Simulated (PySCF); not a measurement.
Geometry relaxation of C$_{4}$H$_{12}$Ge

- system: C$_{4}$H$_{12}$Ge (tetramethylgermane)
- method: PBE0-D3(BJ)/def2-SVP geometry optimisation, gas phase (PySCF 2.14.0)

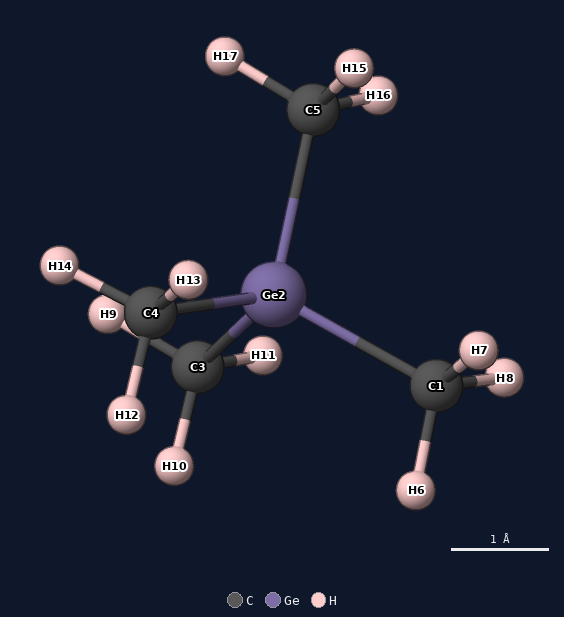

Figure 1. The structure as given in the input (ball-and-stick view, seen at a tilt; atoms are numbered from 1 in the order of the input). Sticks mark near contacts. Bond lengths as drawn: C–Ge 1.96 to 1.99 Å and C–H 1.06 to 1.12 Å.

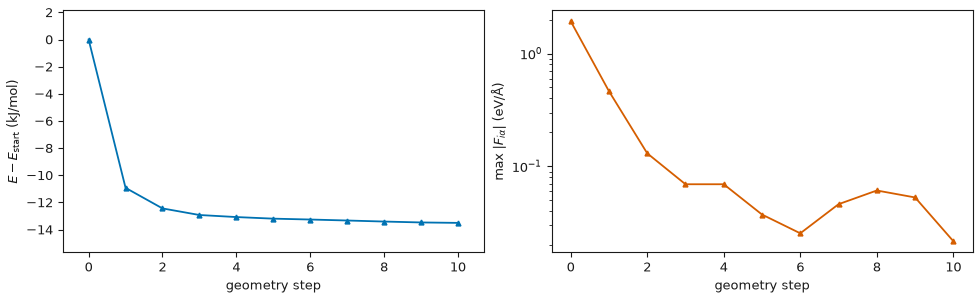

Figure 2. Progress of the relaxation, step by step (steps are counted from 0).

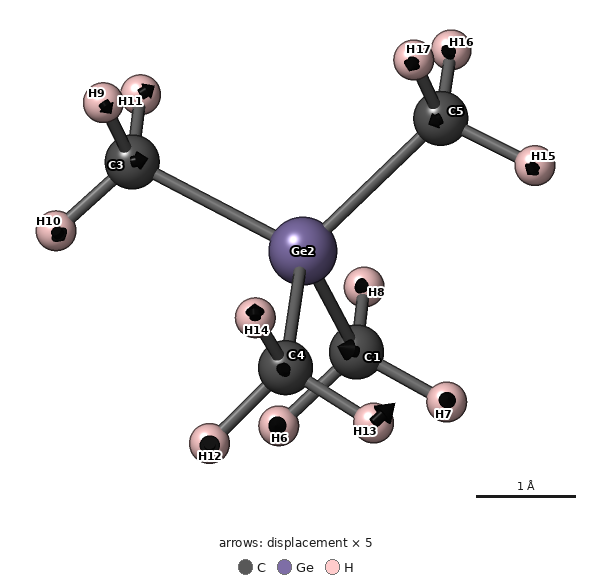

Figure 3. The starting structure with the displacements as black arrows, magnified 5 times (ball-and-stick view, seen at a tilt). The two geometries are laid on each other by the best rigid fit. The largest move after the best rigid fit is that of H13, 0.062 Å. Largest moves by element: H 0.062 Å, C 0.049 Å, Ge 0.011 Å. Among the contacts that change: C1–H7 1.062 → 1.101 Å, C1–Ge2 1.987 → 1.957 Å, C3–H11 1.081 → 1.100 Å, C1–H6 1.118 → 1.101 Å. Among the angles that change: H12–C4–H13 104.3° → 108.1°, H12–C4–H14 105.2° → 108.2°, Ge2–C4–H14 113.7° → 110.9°. After 10 geometry steps the energy has fallen by 13.5 kJ/mol. The largest force component goes from 1.9 to 0.022 eV/Å. (Atoms are counted from 1 in the order of the input.)

The input and output of the run follow.

### Input file
```
{"job": {"xc": "PBE0", "basis": "def2-SVP", "d3": "d3bj", "grid": 1, "maxiter": 30, "shake": 0.01, "kind": "geom"}, "charge": 0, "multiplicity": 1}
C     -0.452140    -1.024890    -1.649870
Ge    -0.007090    -0.005420    -0.003600
C     -0.041760     1.947900    -0.386990
C     -1.288380    -0.409650     1.422270
C      1.810780    -0.544380     0.593210
H     -1.466150    -0.716160    -2.006190
H     -0.456890    -2.072180    -1.473520
H      0.252060    -0.781780    -2.453690
H      0.238190     2.522320     0.529650
H     -1.008870     2.268760    -0.695290
H      0.682060     2.196960    -1.150050
H     -2.317510    -0.124910     1.126360
H     -1.356200    -1.463940     1.641910
H     -1.098830     0.129560     2.344810
H      1.846220    -1.612310     0.818650
H      2.554440    -0.306890    -0.152120
H      2.093560     0.008850     1.504630
```

The first line tells a small driver script what to run in PySCF; the rest is the geometry in Å.

Launched with:
```bash
OMP_NUM_THREADS=1 python <driver script> task.json out
```

### The program's output
```
step   0  E = -2235.84626761  max force = 0.037621
step   1  E = -2235.85042848  max force = 0.009019
step   2  E = -2235.85100553  max force = 0.002537
step   3  E = -2235.85119048  max force = 0.001350
step   4  E = -2235.85124797  max force = 0.001349
step   5  E = -2235.85129280  max force = 0.000726
step   6  E = -2235.85131714  max force = 0.000496
step   7  E = -2235.85134460  max force = 0.000898
step   8  E = -2235.85137398  max force = 0.001188
step   9  E = -2235.85139921  max force = 0.001031
step  10  E = -2235.85141139  max force = 0.000423
optimisation converged
```

### Trajectory as extended XYZ (Å, eV, eV/Å), 11 frames, from step=0 to step=10
```
17
Properties=species:S:1:pos:R:3:forces:R:3 step=0 energy=-60840.47587
C    -0.4521   -1.0249   -1.6499   -0.6714   1.9346   0.0253
Ge   -0.0071   -0.0054   -0.0036    0.3819   0.0486  -0.1806
C    -0.0418    1.9479   -0.3870    0.9840  -0.7108   1.4416
C    -1.2884   -0.4097    1.4223   -0.7669   0.4830  -0.6335
C     1.8108   -0.5444    0.5932   -0.8021   0.4741   0.4735
H    -1.4662   -0.7162   -2.0062    0.4575  -0.2129   0.1900
H    -0.4569   -2.0722   -1.4735    0.0396  -1.3902   0.2296
H     0.2521   -0.7818   -2.4537    0.1734  -0.0340  -0.0509
H     0.2382    2.5223    0.5296   -0.1593  -0.3194  -0.3851
H    -1.0089    2.2688   -0.6953   -1.2030   0.3534  -0.4195
H     0.6821    2.1970   -1.1501    0.4172   0.1259  -0.5496
H    -2.3175   -0.1249    1.1264    0.2102   0.0738  -0.1368
H    -1.3562   -1.4639    1.6419    0.2229  -0.7915   0.1752
H    -1.0988    0.1296    2.3448    0.3434   0.2397   0.4241
H     1.8462   -1.6123    0.8186    0.0051  -0.2732   0.0056
H     2.5544   -0.3069   -0.1521    0.4660   0.0609  -0.6160
H     2.0936    0.0089    1.5046   -0.0986  -0.0619   0.0071
17
Properties=species:S:1:pos:R:3:forces:R:3 step=1 energy=-60840.58909
C     0.0730   -1.1786   -1.5441    0.0263  -0.4638  -0.0892
Ge   -0.0348   -0.0126    0.0193    0.0316   0.0053  -0.0290
C    -0.1556    1.8373   -0.5893   -0.2409   0.3109  -0.1655
C    -1.5762   -0.4411    1.1407    0.0833  -0.0291   0.2883
C     1.6302   -0.2242    1.0201    0.1812  -0.0945  -0.1303
H    -0.7673   -1.0524   -2.2379   -0.1737   0.1098   0.0050
H     0.1077   -2.2548   -1.2761    0.0229   0.2990   0.0475
H     0.9877   -0.9507   -2.1105    0.0846   0.0208   0.0139
H    -0.0274    2.5370    0.2478    0.0898   0.0142   0.1156
H    -1.1432    2.0705   -1.0322    0.1800  -0.1666  -0.0033
H     0.6188    2.0665   -1.3408   -0.0516  -0.0575   0.0575
H    -2.5152   -0.1957    0.6321   -0.1268   0.0808  -0.0799
H    -1.6048   -1.5137    1.3903    0.0557   0.0325   0.0053
H    -1.5314    0.1295    2.0887   -0.0329  -0.1019  -0.2012
H     1.7584   -1.2680    1.3496    0.0001   0.0530   0.0109
H     2.4769    0.0268    0.3542   -0.0892  -0.0335   0.1430
H     1.6800    0.4295    1.9026   -0.0404   0.0208   0.0115
17
Properties=species:S:1:pos:R:3:forces:R:3 step=2 energy=-60840.60479
C     0.0641   -1.1820   -1.5494   -0.0272  -0.1067  -0.1274
Ge   -0.0270   -0.0097    0.0133    0.0730   0.0469  -0.0186
C    -0.1549    1.8474   -0.5923   -0.0703   0.1305   0.0411
C    -1.5694   -0.4432    1.1343   -0.0259  -0.0311   0.0236
C     1.6360   -0.2283    1.0246    0.0169  -0.0358  -0.0489
H    -0.7951   -1.0426   -2.2247   -0.0013   0.0305   0.0595
H     0.0964   -2.2456   -1.2624    0.0022   0.0573   0.0395
H     0.9784   -0.9613   -2.1232   -0.0135   0.0001   0.0141
H    -0.0247    2.5444    0.2514    0.0188  -0.0405  -0.0105
H    -1.1379    2.0588   -1.0430    0.0339  -0.0637  -0.0167
H     0.6196    2.0728   -1.3411    0.0112  -0.0200   0.0075
H    -2.5113   -0.1964    0.6207    0.0175   0.0037  -0.0012
H    -1.5882   -1.5150    1.3841    0.0185   0.0064  -0.0007
H    -1.5305    0.1254    2.0760   -0.0155   0.0085  -0.0121
H     1.7600   -1.2691    1.3602   -0.0121   0.0038   0.0148
H     2.4923    0.0224    0.3788    0.0034   0.0022   0.0300
H     1.6691    0.4273    1.9073   -0.0294   0.0080   0.0060
17
Properties=species:S:1:pos:R:3:forces:R:3 step=3 energy=-60840.60983
C     0.0530   -1.1840   -1.5553   -0.0130   0.0694  -0.0223
Ge   -0.0161   -0.0049    0.0066    0.0476   0.0190  -0.0188
C    -0.1495    1.8548   -0.5935    0.0285  -0.0125   0.0460
C    -1.5594   -0.4436    1.1268   -0.0128  -0.0112  -0.0386
C     1.6382   -0.2306    1.0295   -0.0201  -0.0063   0.0056
H    -0.8209   -1.0332   -2.2076    0.0108  -0.0122   0.0137
H     0.0804   -2.2394   -1.2501   -0.0069  -0.0501   0.0151
H     0.9610   -0.9735   -2.1420   -0.0250  -0.0081  -0.0067
H    -0.0234    2.5471    0.2535   -0.0187  -0.0067  -0.0169
H    -1.1293    2.0472   -1.0539   -0.0264   0.0086  -0.0169
H     0.6292    2.0784   -1.3377    0.0182   0.0072  -0.0043
H    -2.4997   -0.2009    0.6079    0.0173  -0.0194   0.0051
H    -1.5692   -1.5151    1.3771   -0.0016  -0.0034   0.0034
H    -1.5292    0.1272    2.0658   -0.0054   0.0278   0.0342
H     1.7528   -1.2701    1.3715   -0.0091  -0.0070   0.0069
H     2.5075    0.0198    0.4036    0.0260   0.0070  -0.0073
H     1.6515    0.4264    1.9123   -0.0097  -0.0021   0.0017
17
Properties=species:S:1:pos:R:3:forces:R:3 step=4 energy=-60840.61139
C     0.0444   -1.1847   -1.5577   -0.0072   0.0694   0.0247
Ge   -0.0083   -0.0018    0.0027    0.0214   0.0070  -0.0107
C    -0.1432    1.8590   -0.5951    0.0394  -0.0493   0.0177
C    -1.5528   -0.4428    1.1219    0.0022   0.0089  -0.0221
C     1.6396   -0.2325    1.0343   -0.0157   0.0031   0.0076
H    -0.8378   -1.0305   -2.1973    0.0042  -0.0178  -0.0023
H     0.0680   -2.2384   -1.2446   -0.0048  -0.0372  -0.0030
H     0.9457   -0.9826   -2.1564   -0.0130  -0.0079  -0.0137
H    -0.0255    2.5501    0.2533   -0.0227   0.0068  -0.0066
H    -1.1207    2.0448   -1.0634   -0.0183   0.0192  -0.0088
H     0.6405    2.0847   -1.3337    0.0097   0.0120   0.0010
H    -2.4922   -0.2070    0.5989    0.0055  -0.0173   0.0015
H    -1.5576   -1.5136    1.3752   -0.0024  -0.0028   0.0061
H    -1.5294    0.1318    2.0596   -0.0040   0.0135   0.0152
H     1.7462   -1.2719    1.3796   -0.0048  -0.0055  -0.0004
H     2.5179    0.0162    0.4200    0.0117   0.0012  -0.0060
H     1.6421    0.4246    1.9172   -0.0011  -0.0032  -0.0001
17
Properties=species:S:1:pos:R:3:forces:R:3 step=5 energy=-60840.61261
C     0.0337   -1.1851   -1.5587   -0.0017   0.0244   0.0367
Ge    0.0001    0.0016   -0.0010   -0.0122  -0.0063   0.0015
C    -0.1329    1.8621   -0.5973    0.0247  -0.0374  -0.0114
C    -1.5461   -0.4392    1.1169    0.0085   0.0186   0.0018
C     1.6403   -0.2360    1.0398   -0.0009   0.0032   0.0052
H    -0.8574   -1.0298   -2.1851   -0.0044  -0.0108  -0.0085
H     0.0536   -2.2383   -1.2400    0.0019  -0.0052  -0.0133
H     0.9259   -0.9932   -2.1734    0.0004  -0.0025  -0.0107
H    -0.0302    2.5530    0.2528   -0.0155   0.0099   0.0040
H    -1.1059    2.0446   -1.0778    0.0013   0.0127  -0.0025
H     0.6591    2.0928   -1.3259    0.0020   0.0098   0.0073
H    -2.4848   -0.2153    0.5880   -0.0047  -0.0090  -0.0029
H    -1.5449   -1.5084    1.3777    0.0012   0.0008   0.0075
H    -1.5318    0.1424    2.0513   -0.0032   0.0005  -0.0066
H     1.7365   -1.2757    1.3876    0.0013  -0.0020  -0.0050
H     2.5280    0.0090    0.4369   -0.0040  -0.0040  -0.0022
H     1.6338    0.4211    1.9229    0.0054  -0.0028  -0.0008
17
Properties=species:S:1:pos:R:3:forces:R:3 step=6 energy=-60840.61327
C     0.0261   -1.1857   -1.5580   -0.0011  -0.0123   0.0191
Ge    0.0041    0.0032   -0.0026   -0.0255  -0.0098   0.0092
C    -0.1235    1.8632   -0.5993    0.0066  -0.0087  -0.0183
C    -1.5438   -0.4336    1.1146    0.0060   0.0153   0.0122
C     1.6401   -0.2405    1.0430    0.0054  -0.0016   0.0000
H    -0.8705   -1.0315   -2.1768   -0.0064  -0.0016  -0.0053
H     0.0453   -2.2391   -1.2382    0.0065   0.0124  -0.0104
H     0.9118   -0.9994   -2.1837    0.0058   0.0042  -0.0027
H    -0.0356    2.5543    0.2523   -0.0062   0.0045   0.0077
H    -1.0908    2.0458   -1.0921    0.0117   0.0008  -0.0020
H     0.6772    2.0984   -1.3170    0.0008   0.0035   0.0093
H    -2.4821   -0.2210    0.5805   -0.0066  -0.0024  -0.0048
H    -1.5380   -1.5005    1.3851    0.0042   0.0035   0.0069
H    -1.5366    0.1562    2.0442   -0.0022  -0.0020  -0.0144
H     1.7291   -1.2808    1.3913    0.0038   0.0001  -0.0049
H     2.5324    0.0002    0.4451   -0.0094  -0.0042  -0.0012
H     1.6316    0.4163    1.9263    0.0067  -0.0016  -0.0006
17
Properties=species:S:1:pos:R:3:forces:R:3 step=7 energy=-60840.61402
C     0.0165   -1.1872   -1.5557   -0.0035  -0.0462  -0.0132
Ge    0.0068    0.0042   -0.0033   -0.0304  -0.0099   0.0157
C    -0.1089    1.8634   -0.6024   -0.0147   0.0299  -0.0152
C    -1.5445   -0.4220    1.1131   -0.0008   0.0047   0.0169
C     1.6387   -0.2495    1.0458    0.0095  -0.0092  -0.0066
H    -0.8867   -1.0358   -2.1662   -0.0042   0.0079   0.0014
H     0.0376   -2.2410   -1.2364    0.0098   0.0237  -0.0011
H     0.8944   -1.0047   -2.1937    0.0082   0.0120   0.0082
H    -0.0442    2.5545    0.2517    0.0048  -0.0044   0.0076
H    -1.0651    2.0474   -1.1163    0.0182  -0.0128  -0.0039
H     0.7074    2.1038   -1.3006    0.0023  -0.0053   0.0088
H    -2.4818   -0.2269    0.5706   -0.0045   0.0039  -0.0052
H    -1.5325   -1.4841    1.4021    0.0056   0.0059   0.0053
H    -1.5470    0.1831    2.0329   -0.0007  -0.0001  -0.0159
H     1.7187   -1.2907    1.3935    0.0049   0.0020  -0.0020
H     2.5344   -0.0159    0.4502   -0.0103  -0.0019  -0.0010
H     1.6329    0.4069    1.9293    0.0059  -0.0001   0.0001
17
Properties=species:S:1:pos:R:3:forces:R:3 step=8 energy=-60840.61482
C     0.0049   -1.1903   -1.5520   -0.0069  -0.0611  -0.0420
Ge    0.0067    0.0043   -0.0028   -0.0241  -0.0067   0.0169
C    -0.0883    1.8626   -0.6063   -0.0311   0.0578  -0.0046
C    -1.5495   -0.4027    1.1129   -0.0067  -0.0089   0.0154
C     1.6356   -0.2644    1.0473    0.0098  -0.0155  -0.0126
H    -0.9053   -1.0433   -2.1536    0.0002   0.0132   0.0073
H     0.0321   -2.2443   -1.2337    0.0099   0.0249   0.0096
H     0.8746   -1.0075   -2.2012    0.0075   0.0166   0.0165
H    -0.0561    2.5534    0.2502    0.0134  -0.0116   0.0045
H    -1.0262    2.0483   -1.1527    0.0185  -0.0215  -0.0060
H     0.7514    2.1066   -1.2746    0.0049  -0.0130   0.0055
H    -2.4848   -0.2315    0.5589   -0.0004   0.0085  -0.0044
H    -1.5306   -1.4565    1.4312    0.0041   0.0070   0.0029
H    -1.5640    0.2266    2.0159    0.0008   0.0041  -0.0117
H     1.7051   -1.3068    1.3937    0.0039   0.0031   0.0023
H     2.5328   -0.0408    0.4503   -0.0069   0.0017  -0.0007
H     1.6384    0.3916    1.9310    0.0030   0.0015   0.0011
17
Properties=species:S:1:pos:R:3:forces:R:3 step=9 energy=-60840.61551
C    -0.0052   -1.1945   -1.5480   -0.0079  -0.0430  -0.0453
Ge    0.0034    0.0031   -0.0010   -0.0090  -0.0027   0.0106
C    -0.0678    1.8607   -0.6101   -0.0309   0.0530   0.0069
C    -1.5585   -0.3805    1.1145   -0.0071  -0.0165   0.0085
C     1.6313   -0.2815    1.0467    0.0064  -0.0146  -0.0129
H    -0.9202   -1.0522   -2.1435    0.0038   0.0100   0.0077
H     0.0310   -2.2480   -1.2298    0.0060   0.0143   0.0138
H     0.8595   -1.0060   -2.2025    0.0038   0.0128   0.0157
H    -0.0667    2.5514    0.2474    0.0139  -0.0111  -0.0004
H    -0.9840    2.0472   -1.1913    0.0114  -0.0180  -0.0061
H     0.7970    2.1035   -1.2460    0.0059  -0.0139   0.0007
H    -2.4909   -0.2317    0.5490    0.0028   0.0086  -0.0024
H    -1.5351   -1.4238    1.4650    0.0002   0.0053   0.0005
H    -1.5829    0.2759    1.9975    0.0015   0.0069  -0.0041
H     1.6922   -1.3248    1.3920    0.0011   0.0027   0.0052
H     2.5273   -0.0677    0.4445   -0.0014   0.0038   0.0001
H     1.6465    0.3743    1.9303   -0.0005   0.0024   0.0014
17
Properties=species:S:1:pos:R:3:forces:R:3 step=10 energy=-60840.61584
C    -0.0080   -1.1976   -1.5460   -0.0049  -0.0101  -0.0217
Ge   -0.0006    0.0015    0.0006    0.0010  -0.0007   0.0024
C    -0.0593    1.8592   -0.6119   -0.0148   0.0212   0.0097
C    -1.5654   -0.3689    1.1164   -0.0023  -0.0113   0.0013
C     1.6285   -0.2901    1.0450    0.0021  -0.0067  -0.0069
H    -0.9231   -1.0576   -2.1418    0.0033   0.0023   0.0033
H     0.0339   -2.2500   -1.2266    0.0014   0.0020   0.0083
H     0.8574   -1.0028   -2.1977    0.0007   0.0037   0.0069
H    -0.0689    2.5502    0.2450    0.0069  -0.0042  -0.0029
H    -0.9648    2.0454   -1.2092    0.0030  -0.0066  -0.0037
H     0.8172    2.0964   -1.2336    0.0039  -0.0073  -0.0019
H    -2.4958   -0.2271    0.5458    0.0024   0.0047  -0.0007
H    -1.5430   -1.4069    1.4822   -0.0023   0.0023  -0.0003
H    -1.5917    0.3009    1.9892    0.0010   0.0052   0.0006
H     1.6871   -1.3333    1.3908   -0.0010   0.0012   0.0041
H     2.5223   -0.0801    0.4382    0.0015   0.0023   0.0009
H     1.6510    0.3663    1.9280   -0.0019   0.0018   0.0007
```

### Results in brief

- outcome: converged
- total energy: −2235.851411 hartree
- dipole moment: 0.00 D
- point group: Td
- hardware: 1 CPU thread, shared host
- wall time: 96 s
- peak memory: 0.61 GiB
